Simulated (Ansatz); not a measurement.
**Run report: H$_{3}$TeO (charge +1), nudged elastic band**

The run: nudged elastic band of H$_{3}$TeO, charge +1. Method and program: RKS PBE-D4/def2-SVP (Ansatz 0.2.0).

It belongs to a series of runs on one base structure; here: band between the two ends. Figures and captions count atoms from 1; the log counts them from 0 in places.

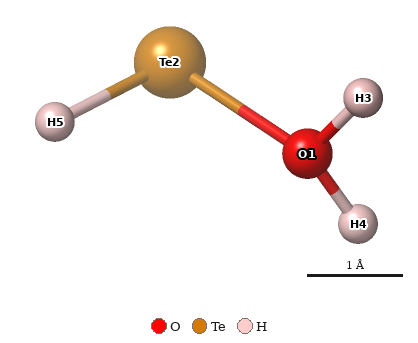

Fig. 1: The structure as given in the input (ball-and-stick view, seen at a tilt; atoms are numbered from 1 in the order of the input). Bond lengths as drawn: H–O 0.99 Å, H–Te 1.68 Å and O–Te 2.18 Å.

Summary:

| quantity | value |
| --- | --- |
| outcome | converged |
| barrier, forward | 0.148 eV |
| barrier, backward | 0.135 eV |
| hardware | 1 thread of Intel Xeon @ 2.50GHz (Skylake/Cascade Lake), 189 GiB of memory available, shared host |
| wall time | 4.1 min |
| peak memory | 0.11 GiB |

The order of the saddle point was not checked.

Input:
```yaml
crystal:
  periodic: [false, false, false]
  atoms:
    - { symbol: O, position_ang: [-0.391476, -0.583738, 0.064283] }
    - { symbol: Te, position_ang: [1.244404, 0.856171, 0.126973] }
    - { symbol: H, position_ang: [-0.767166, -0.879406, 0.925583] }
    - { symbol: H, position_ang: [-0.286333, -1.362247, -0.530086] }
    - { symbol: H, position_ang: [0.200571, 1.969219, -0.586753] }
total_charge: 1
basis:
  gaussian: { orbitals: def2-SVP }
hamiltonian:
  xc: pbe
  dispersion: d4
neb:
  order_check: false
  images: 9
  f_tol: 0.05
  max_iterations: 60
  final_atoms:
    - { symbol: O, position_ang: [-0.52204199, -0.63147009, 0.03702133] }
    - { symbol: Te, position_ang: [-0.23355285, 1.43819081, -0.55413615] }
    - { symbol: H, position_ang: [-0.54602574, -0.85720082, 0.99489176] }
    - { symbol: H, position_ang: [-0.06298925, -1.34182434, -0.46668927] }
    - { symbol: H, position_ang: [1.36460982, 1.39230345, -0.01108767] }
  initial_path:
    images:
      - { positions_ang: [[-0.391476, -0.583738, 0.064283], [1.244404, 0.856171, 0.126973], [-0.767166, -0.879406, 0.925583], [-0.286333, -1.362247, -0.530086], [0.200571, 1.969219, -0.586753]] }
      - { positions_ang: [[-0.38064798, -0.60230197, 0.01991097], [1.23940457, 0.84369487, 0.01241363], [-0.81527935, -0.78992942, 0.8422062], [-0.23158679, -1.40581811, -0.4200924], [0.18810955, 1.95435362, -0.4544384]] }
      - { positions_ang: [[-0.36981997, -0.62086593, -0.02446107], [1.23440515, 0.83121874, -0.10214574], [-0.86339269, -0.70045283, 0.75882941], [-0.17684059, -1.44938922, -0.3100988], [0.1756481, 1.93948825, -0.3221238]] }
      - { positions_ang: [[-0.35899195, -0.6394299, -0.0688331], [1.22940572, 0.81874261, -0.21670511], [-0.91150604, -0.61097625, 0.67545261], [-0.12209438, -1.49296033, -0.20010521], [0.16318665, 1.92462287, -0.18980919]] }
      - { positions_ang: [[-0.34816393, -0.65799386, -0.11320513], [1.22440629, 0.80626648, -0.33126448], [-0.95961939, -0.52149967, 0.59207581], [-0.06734817, -1.53653144, -0.09011161], [0.1507252, 1.90975749, -0.05749459]] }
      - { positions_ang: [[-0.33733591, -0.67655783, -0.15757716], [1.21940686, 0.79379036, -0.44582386], [-1.00773273, -0.43202309, 0.50869902], [-0.01260196, -1.58010256, 0.01988199], [0.13826375, 1.89489212, 0.07482001]] }
      - { positions_ang: [[-0.37427713, -0.66754028, -0.11865746], [0.92881492, 0.92267045, -0.46748631], [-0.91539133, -0.51705863, 0.60593756], [-0.02267942, -1.53244691, -0.07743226], [0.38353296, 1.79437438, 0.05763848]] }
      - { positions_ang: [[-0.41121834, -0.65852273, -0.07973777], [0.63822298, 1.05155054, -0.48914877], [-0.82304994, -0.60209418, 0.70317611], [-0.03275688, -1.48479127, -0.17474651], [0.62880218, 1.69385665, 0.04045694]] }
      - { positions_ang: [[-0.44815956, -0.64950519, -0.04081807], [0.34763104, 1.18043063, -0.51081123], [-0.73070854, -0.68712973, 0.80041466], [-0.04283433, -1.43713563, -0.27206077], [0.87407139, 1.59333892, 0.0232754]] }
      - { positions_ang: [[-0.48510078, -0.64048764, -0.00189837], [0.0570391, 1.30931072, -0.53247369], [-0.63836714, -0.77216528, 0.89765321], [-0.05291179, -1.38947999, -0.36937502], [1.11934061, 1.49282119, 0.00609387]] }
      - { positions_ang: [[-0.52204199, -0.63147009, 0.03702133], [-0.23355285, 1.43819081, -0.55413615], [-0.54602574, -0.85720082, 0.99489176], [-0.06298925, -1.34182434, -0.46668927], [1.36460982, 1.39230345, -0.01108767]] }
```

Launched with:
```bash
ansatz run input.yaml --threads 1 --pin off --max-ram 2048MiB --backend cpu --events-out ev --progress --plain --runs-dir out
```

Output:
```
Engine: ansatz 0.2.0, x86_64-unknown-linux-gnu
Functional definition: PBE
  parameter kappa = 0.804
  parameter beta = 0.06672455060314922
  exchange = pbe_x(kappa = kappa, mu = beta*pi^2/3)
  correlation = pbe_c(beta = beta)
637 factors; their error is unknown
mean field evaluation 1: about -9362.9345 eV, gradient 8.6e1 eV
mean field evaluation 2: about -9256.3768 eV, gradient 1.9e2 eV
mean field evaluation 4: about -9375.8370 eV, gradient 1.2e1 eV
mean field evaluation 8: about -9376.3711 eV, gradient 1.7e-1 eV
mean field evaluation 16: about -9376.3615 eV, gradient 7.9e-5 eV
mean field -9376.36151520 eV, -344.5749301574 hartree, gradient 7.9e-5 eV, S^2 0.000000; 0 other end points of the search recorded, 0 dependent functions left out
the calculation of the forces begins
reference -9376.36154099 eV, -344.5749311053 hartree; 17, 17 occupied and 38, 38 virtual orbitals, 637 factors
637 factors; their error is unknown
mean field evaluation 32: about -9376.3479 eV, gradient 2.5e-5 eV
mean field -9376.34785538 eV, -344.5744281683 hartree, gradient 2.5e-5 eV, S^2 0.000000; 0 other end points of the search recorded, 0 dependent functions left out
[... from here on the field's lines of each further geometry are left out, up to the last ...]
NEB iter   1: max|band force component| = 8.622e1 eV/Å  barrier→ = 28.2568 eV  barrier← = 28.2434 eV  Δτ_max = 0.1964 Å  (279 SCF iters)
NEB iter   2: max|band force component| = 3.690e1 eV/Å  barrier→ = 10.9169 eV  barrier← = 10.9036 eV  Δτ_max = 0.2000 Å  (265 SCF iters)
NEB iter   3: max|band force component| = 2.288e1 eV/Å  barrier→ = 4.8777 eV  barrier← = 4.8643 eV  Δτ_max = 0.1874 Å  (262 SCF iters)
NEB iter   4: max|band force component| = 1.143e1 eV/Å  barrier→ = 1.8673 eV  barrier← = 1.8539 eV  Δτ_max = 0.1972 Å  (248 SCF iters)
NEB iter   5: max|band force component| = 5.968e0 eV/Å  barrier→ = 0.7909 eV  barrier← = 0.7776 eV  Δτ_max = 0.1962 Å  (251 SCF iters)
NEB iter   6: max|band force component| = 2.729e0 eV/Å  barrier→ = 0.3401 eV  barrier← = 0.3267 eV  Δτ_max = 0.1965 Å  (255 SCF iters)
NEB iter   7: max|band force component| = 1.959e0 eV/Å  barrier→ = 0.2720 eV  barrier← = 0.2586 eV  Δτ_max = 0.1987 Å  (240 SCF iters)
NEB iter   8: max|band force component| = 1.080e0 eV/Å  barrier→ = 0.2028 eV  barrier← = 0.1894 eV  Δτ_max = 0.1047 Å  (253 SCF iters)
NEB iter   9: max|band force component| = 7.312e-1 eV/Å  barrier→ = 0.1630 eV  barrier← = 0.1496 eV  Δτ_max = 0.1513 Å  (234 SCF iters)
NEB iter  10: max|band force component| = 3.005e-1 eV/Å  barrier→ = 0.1493 eV  barrier← = 0.1359 eV  CI = image 5  Δτ_max = 0.0929 Å  (227 SCF iters)
NEB iter  11: max|band force component| = 1.628e-1 eV/Å  barrier→ = 0.1496 eV  barrier← = 0.1362 eV  CI = image 5  Δτ_max = 0.0198 Å  (233 SCF iters)
NEB iter  12: max|band force component| = 1.081e-1 eV/Å  barrier→ = 0.1487 eV  barrier← = 0.1353 eV  CI = image 5  Δτ_max = 0.0123 Å  (206 SCF iters)
NEB iter  13: max|band force component| = 6.974e-2 eV/Å  barrier→ = 0.1486 eV  barrier← = 0.1352 eV  CI = image 5  Δτ_max = 0.0042 Å  (196 SCF iters)
the calculation of the forces begins
reference -9376.33358889 eV, -344.5739038844 hartree; 17, 17 occupied and 38, 38 virtual orbitals, 637 factors
637 factors; their error is unknown
mean field -9376.21282713 eV, -344.5694659719 hartree, gradient 1.8e-5 eV, S^2 0.000000; 1 other end points of the search recorded, 0 dependent functions left out
the calculation of the forces begins
reference -9376.21285348 eV, -344.5694669401 hartree; 17, 17 occupied and 38, 38 virtual orbitals, 637 factors
NEB iter  14: max|band force component| = 2.928e-2 eV/Å  barrier→ = 0.1485 eV  barrier← = 0.1351 eV  CI = image 5  Δτ_max = 0.0000 Å  (419 SCF iters)
```

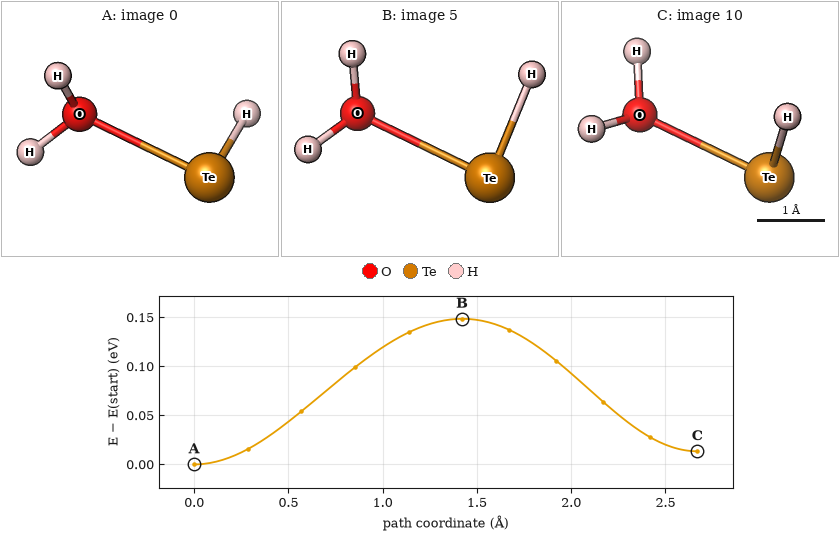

Fig. 2: Images of the last band (counted from 0; ball-and-stick, seen on its broad side) above the energy along the path; the line is a cubic interpolation that uses the forces. The highest image is number 5, 0.149 eV above the start and 0.135 eV above the end (the climbing image); the end lies 0.013 eV above the start. The path is 2.67 Å long. The band converged in 14 iterations.

```
Total energy: -9376.26242601 eV, -344.5712886970 hartree
Atom 0 at    -0.362295    -0.707477    -0.178243 Å, force     0.007279     0.009779    -0.010134 eV/Å
Atom 1 at     1.220690     0.811020    -0.526981 Å, force    -0.002807    -0.005527     0.000329 eV/Å
Atom 2 at    -1.013379    -0.462720     0.521341 Å, force     0.002326    -0.007373     0.003272 eV/Å
Atom 3 at    -0.000635    -1.590545     0.073102 Å, force    -0.005423     0.001453     0.005944 eV/Å
Atom 4 at     0.155619     1.949721     0.110782 Å, force    -0.001376     0.001667     0.000589 eV/Å
Dipole moment:    -0.540291    -0.526430     0.471398 e Å
this run last wrote the band of iteration 14 to [file]
```

The last band as extended XYZ (Å, eV, eV/Å):
```
5
Properties=species:S:1:pos:R:3:forces:R:3 image=0 energy=-9376.41092
O    -0.3915   -0.5837    0.0643   -0.0035  -0.0039  -0.0001
Te    1.2444    0.8562    0.1270    0.0020   0.0023   0.0000
H    -0.7672   -0.8794    0.9256    0.0000   0.0016   0.0017
H    -0.2863   -1.3622   -0.5301    0.0011   0.0005  -0.0018
H     0.2006    1.9692   -0.5868    0.0003  -0.0004   0.0002
5
Properties=species:S:1:pos:R:3:forces:R:3 image=1 energy=-9376.39535
O    -0.3840   -0.5988    0.0048   -0.0007   0.0053   0.0238
Te    1.2734    0.8263    0.0196   -0.0068   0.0078   0.0415
H    -0.8292   -0.7627    0.8681    0.0189  -0.0384   0.0283
H    -0.2214   -1.4636   -0.4391   -0.0218   0.0282  -0.0416
H     0.1612    1.9988   -0.4534    0.0104  -0.0030  -0.0518
5
Properties=species:S:1:pos:R:3:forces:R:3 image=2 energy=-9376.35683
O    -0.3824   -0.6166   -0.0579   -0.0011   0.0160   0.0310
Te    1.2910    0.8067   -0.0958   -0.0020   0.0051   0.0670
H    -0.8791   -0.6566    0.7923    0.0278  -0.0517   0.0513
H    -0.1601   -1.5400   -0.3237   -0.0313   0.0258  -0.0694
H     0.1306    2.0065   -0.3149    0.0067   0.0049  -0.0799
5
Properties=species:S:1:pos:R:3:forces:R:3 image=3 energy=-9376.31192
O    -0.3791   -0.6419   -0.1146   -0.0043   0.0188   0.0222
Te    1.2932    0.7975   -0.2237    0.0070   0.0016   0.0674
H    -0.9236   -0.5672    0.7041    0.0293  -0.0392   0.0559
H    -0.1047   -1.5866   -0.1934   -0.0289   0.0092  -0.0695
H     0.1142    1.9982   -0.1725   -0.0031   0.0095  -0.0759
5
Properties=species:S:1:pos:R:3:forces:R:3 image=4 energy=-9376.27633
O    -0.3721   -0.6736   -0.1577   -0.0060   0.0053   0.0135
Te    1.2740    0.7986   -0.3644    0.0146  -0.0056   0.0413
H    -0.9692   -0.5006    0.6085    0.0235  -0.0154   0.0343
H    -0.0530   -1.6023   -0.0572   -0.0187   0.0023  -0.0449
H     0.1204    1.9780   -0.0291   -0.0135   0.0133  -0.0442
5
Properties=species:S:1:pos:R:3:forces:R:3 image=5 energy=-9376.26240
O    -0.3623   -0.7075   -0.1782    0.0073   0.0098  -0.0101
Te    1.2207    0.8110   -0.5270   -0.0028  -0.0055   0.0003
H    -1.0134   -0.4627    0.5213    0.0023  -0.0074   0.0033
H    -0.0006   -1.5905    0.0731   -0.0054   0.0015   0.0059
H     0.1556    1.9497    0.1108   -0.0014   0.0017   0.0006
5
Properties=species:S:1:pos:R:3:forces:R:3 image=6 energy=-9376.27361
O    -0.4151   -0.7024   -0.1549    0.0016  -0.0149  -0.0036
Te    0.9618    0.8827   -0.8606   -0.0334   0.0153  -0.0217
H    -0.9215   -0.4908    0.6645   -0.0323   0.0138  -0.0316
H     0.0274   -1.5699   -0.0003    0.0300   0.0028   0.0329
H     0.3473    1.8804    0.3514    0.0341  -0.0170   0.0240
5
Properties=species:S:1:pos:R:3:forces:R:3 image=7 energy=-9376.30517
O    -0.4651   -0.6859   -0.1204    0.0124  -0.0332   0.0197
Te    0.5892    1.0223   -1.0294   -0.0645   0.0334  -0.0058
H    -0.8108   -0.5548    0.7939   -0.0662   0.0052  -0.0604
H     0.0322   -1.5373   -0.1329    0.0498   0.0341   0.0443
H     0.6546    1.7557    0.4888    0.0686  -0.0395   0.0023
5
Properties=species:S:1:pos:R:3:forces:R:3 image=8 energy=-9376.34717
O    -0.5103   -0.6565   -0.0621    0.0110  -0.0231   0.0047
Te    0.1779    1.2083   -0.9772   -0.0645   0.0371   0.0168
H    -0.6628   -0.6596    0.9113   -0.0924   0.0034  -0.0218
H    -0.0243   -1.4774   -0.3078    0.0742   0.0177   0.0276
H     1.0195    1.5852    0.4358    0.0717  -0.0351  -0.0273
5
Properties=species:S:1:pos:R:3:forces:R:3 image=9 energy=-9376.38325
O    -0.5201   -0.6426    0.0012    0.0070   0.0002  -0.0059
Te   -0.1041    1.3421   -0.7903   -0.0319   0.0162   0.0320
H    -0.5658   -0.7597    0.9779   -0.0612  -0.0081  -0.0026
H    -0.0564   -1.4116   -0.4028    0.0504   0.0091   0.0146
H     1.2463    1.4719    0.2140    0.0357  -0.0174  -0.0382
5
Properties=species:S:1:pos:R:3:forces:R:3 image=10 energy=-9376.39753
O    -0.5220   -0.6315    0.0370   -0.0036   0.0104  -0.0053
Te   -0.2336    1.4382   -0.5541   -0.0004  -0.0053   0.0018
H    -0.5460   -0.8572    0.9949    0.0004  -0.0011   0.0066
H    -0.0630   -1.3418   -0.4667    0.0033  -0.0044  -0.0031
H     1.3646    1.3923   -0.0111    0.0002   0.0004   0.0000
```
